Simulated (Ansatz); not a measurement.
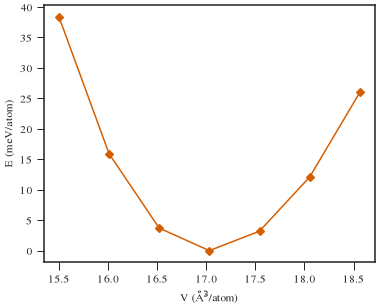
SiGe (CsCl type, Pm-3m) under volume change, DFT-PBE in the program Ansatz with PAW potentials, scaled uniformly.

What does a third-order Birch–Murnaghan fit give for V₀, B₀ and B′?

V₀ = 17.04 Å³/atom, B₀ = 73.1 GPa, B′ = 5.1.

The cell is a constructed one: a structure type filled with these elements; neither database checked (COD, Materials Project) lists it. Whether it is the stable phase at ambient conditions was not checked. The cell was relaxed with PBE under the symmetry of its start. At this level the phase is dynamically unstable (imaginary phonons).

Potentials: the later of the program's two PAW sets.
